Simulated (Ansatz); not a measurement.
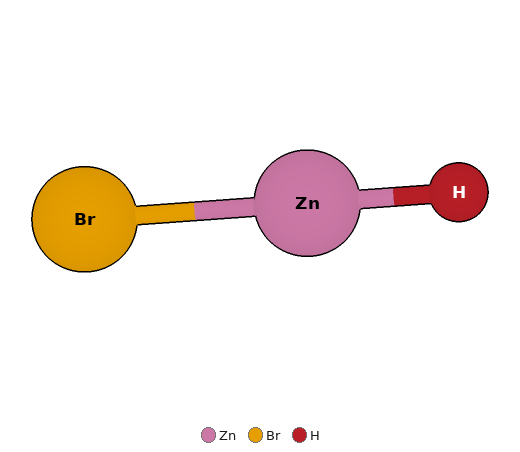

The species is neutral and a spin singlet. Computed geometry: PBE0-D4/def2-TZVP optimisation. No frequency run is at hand to confirm it as a minimum.

Describe the coordination sphere.

Zn binds 2 atoms: 1 Br at 2.24 Å, 1 H at 1.52 Å. The arrangement is linear.

What are the formal oxidation state of the metal and its number of d electrons?

Zn(II), d¹⁰, counting the ligands as closed-shell ions or neutral donors.
